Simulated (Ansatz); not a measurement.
# Abstraction of F: GaH(CH3)F + NO → GaH(CH3) + NOF

Species: GaH(CH3)F, singlet; NO (nitric oxide), doublet; GaH(CH3), doublet; NOF (nitrosyl fluoride) `O=NF`, singlet. A radical takes F: the energy is the difference in strength between the Ga–F bond broken and the N–F bond made.

Shapes, held fixed at every level: PBE0-D4/def2-TZVP. Programs: Ansatz 0.2.0. Electronic energies: no zero-point or thermal term.

| level | kind | ΔE (kJ/mol) |
| --- | --- | --- |
| HF/def2-SVP | Hartree–Fock | +408.6 |
| HF/def2-TZVPP | Hartree–Fock | +393.8 |
| PBE-D4/def2-TZVPP | GGA | +255.9 |
| B3LYP-D4/def2-TZVPP | global hybrid | +301.3 |
| PBE0-D4/def2-TZVPP | global hybrid | +297.3 |
| MP2/def2-SVP | perturbation theory | +337.0 |
| CCSD/def2-SVP | coupled cluster or CI | +351.8 |
| MP2/def2-TZVPP | perturbation theory | +322.1 |

MP2/def2-TZVPP gives ΔE = +322.1 kJ/mol; the levels span +255.9 to +408.6. The median of the levels is +329.5. No measured value is set beside it here. Open shells run unrestricted unless RO is named. Relativity is left out for Ga unless named. Correlated rows may include outer-core shells of Ga, which these sets cover unevenly.

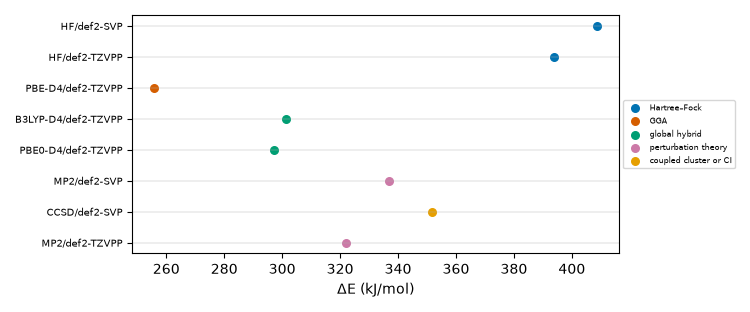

The values of the table, level by level.
